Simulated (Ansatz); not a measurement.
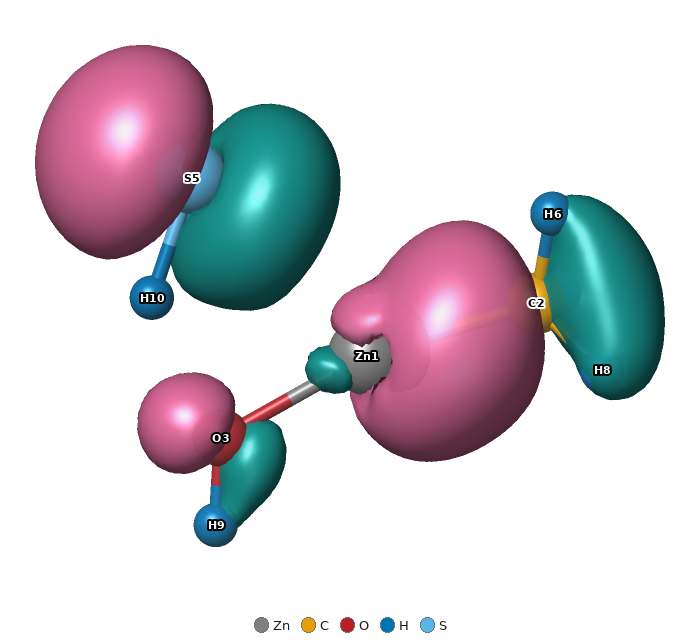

Figure 1: CH$_{4}$OZn···H$_{2}$S. The HOMO at ±0.1 Å⁻³ᐟ² (teal and pink are the two phases), seen across its widest extent.

Theory: Ansatz, RKS PBE0/def2-SVP.

| atom | x (Å) | y (Å) | z (Å) |
| --- | --- | --- | --- |
| Zn | -0.2451 | -0.1951 | -0.3729 |
| C | 1.2265 | -1.4471 | -0.5379 |
| O | -1.7023 | 0.8760 | -0.6040 |
| H | 0.2984 | 2.2776 | 1.5694 |
| S | -0.4859 | 1.2737 | 2.0172 |
| H | 1.6470 | -1.6803 | 0.4526 |
| H | 2.0365 | -1.0335 | -1.1600 |
| H | 0.9011 | -2.3926 | -1.0003 |
| H | -2.2367 | 0.8367 | -1.4016 |
| H | -1.4395 | 1.4847 | 1.0374 |

Question: What is the character of this orbital?

Answer: It lies mainly on S5 (about 45 %), C2 (about 25 %) and Zn1 (about 15 %). Its energy is −7.25 eV.
